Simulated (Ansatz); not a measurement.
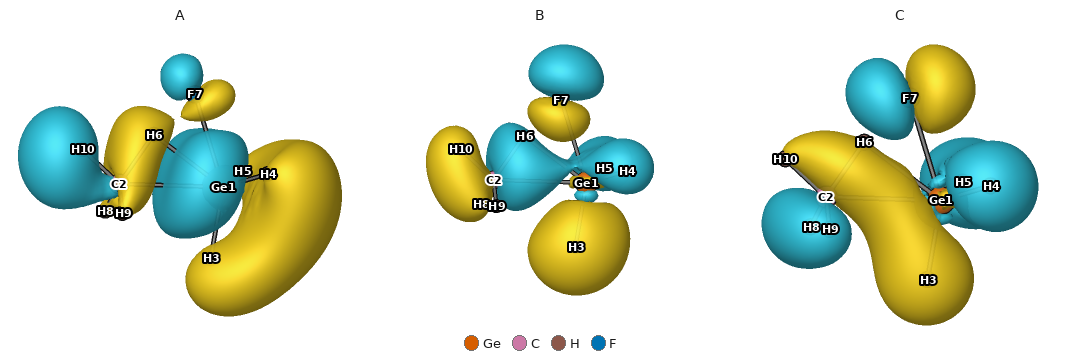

The picture shows: CH₇FGe. Three frontier orbitals at ±0.08 Å⁻³ᐟ² (yellow and cyan are the two phases), in no order.

A transition-state structure; geometry: PBE0-D4/def2-TZVP.

These are results of Ansatz 0.2.0, RKS PBE0-D4/def2-TZVPP, not measurements.

```xyz
10

Ge   -0.8147    0.7631   -0.2035
C     0.9333   -0.6962   -0.1090
H    -0.2351    1.0338   -1.6220
H    -0.6712    2.0692    0.5783
H    -2.2061    0.1642   -0.4116
H     0.0904   -0.5238    0.8630
F    -0.8218   -0.1963    1.6517
H     0.6517   -1.2460   -1.0047
H     1.6937    0.0498   -0.3312
H     1.3798   -1.4179    0.5892
```

### Which picture is the HOMO−1, the HOMO and the LUMO?

C is the HOMO−1 (−9.04 eV). It lies mainly on F7 (about 30 %), Ge1 (about 20 %), C2 (about 15 %), H3 (about 10 %), H4 (about 5 %) and H5 (about 5 %). B is the HOMO (−8.27 eV). Its weight (Hirshfeld) is mainly on F7 (about 30 %), H3 (about 20 %), C2 (about 20 %) and Ge1 (about 20 %). A is the LUMO (−0.72 eV). Its weight (Hirshfeld) is mainly on Ge1 (about 50 %), C2 (about 10 %), H3 (about 10 %) and H10 (about 5 %).

### What is the HOMO–LUMO gap?

7.55 eV between the orbital energies.
